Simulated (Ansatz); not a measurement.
# CH₃GeNS: what the fields show

```tsv
atom	x (Å)	y (Å)	z (Å)
N	2.3419	-0.7451	1.4579
C	1.5060	-1.0110	0.6703
S	0.3296	-1.4485	-0.4710
Ge	-0.8502	0.5149	-0.4190
H	0.1020	1.6537	-0.8447
H	-1.3966	0.7067	1.0127
H	-1.9715	0.2612	-1.4520
```

Level of theory: RKS PBE-D4/def2-SVP (Ansatz).

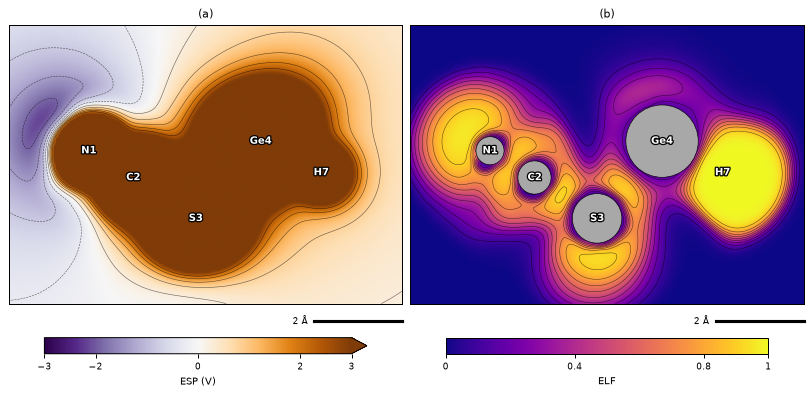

Figure 1. (a) electrostatic potential; (b) ELF on the plane of atoms S3, Ge4 and H7. Grey discs cover the atomic cores in the ELF map.

> What do the fields say about this system?

- The plane passes through N, C, S, Ge and H nuclei.
- C–N (1.18 Å): the ELF peaks at about 0.85 between the atoms; a multiple bond.
- C–S (1.70 Å): the ELF peaks at about 0.90 between the atoms, as expected for a covalent bond.
- Ge–S (2.29 Å): the ELF peaks at about 0.90 in the valence shell of S, 0.9 Å from its nucleus, and is about 0.75 at the midpoint.
- Ge–H (1.55 Å): the ELF climbs to about 1 towards the hydrogen.
- The ELF also peaks beside S3 and N1, away from the bonds: lone-pair regions.
- Outside the dense part of the molecule the potential is most negative (−2.1 V) near N1.

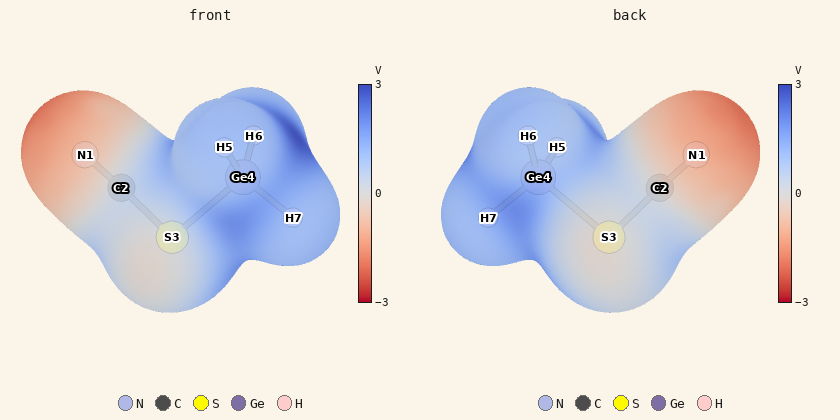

Figure 2. The electrostatic potential painted on the density surface at 0.004 e/bohr³, seen from the front and from behind; the colour scale runs from red (negative) to blue (positive).

> Describe the electrostatic potential map.

The most negative region (about −2.0 V) lies over N1, the most positive (about +2.8 V) over Ge4. N1 is the likeliest acceptor of a hydrogen bond.

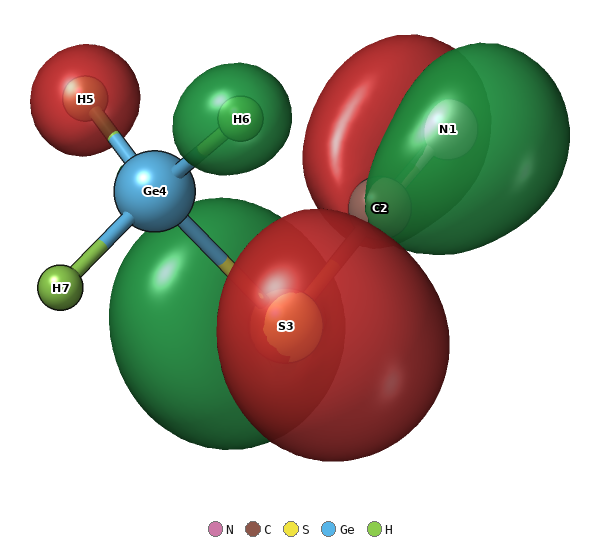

Figure 3. One frontier orbital at ±0.08 Å⁻³ᐟ² (green and red are the two phases), seen at an oblique angle.

> Which orbital is it: HOMO or LUMO?

The HOMO, at −6.53 eV. By Hirshfeld shares it lies mainly on S3 (about 55 %), N1 (about 25 %) and C2 (about 10 %).

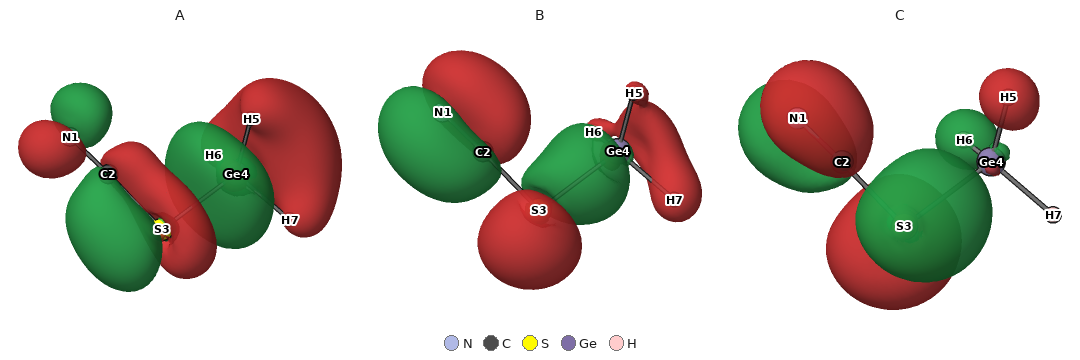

Figure 4. Three frontier orbitals at ±0.08 Å⁻³ᐟ² (green and red are the two phases), in no order.

> Which picture is the HOMO−1, the HOMO and the LUMO?

B is the HOMO−1 (−7.66 eV). Its weight (Hirshfeld) is mainly on N1 (about 40 %), S3 (about 25 %), C2 (about 20 %) and Ge4 (about 10 %). C is the HOMO (−6.53 eV). By Hirshfeld shares it lies mainly on S3 (about 55 %), N1 (about 25 %) and C2 (about 10 %). A is the LUMO (−1.99 eV). It lies mainly on Ge4 (about 45 %), S3 (about 25 %), N1 (about 10 %) and C2 (about 10 %).

> What is the HOMO–LUMO gap?

4.54 eV between the orbital energies.
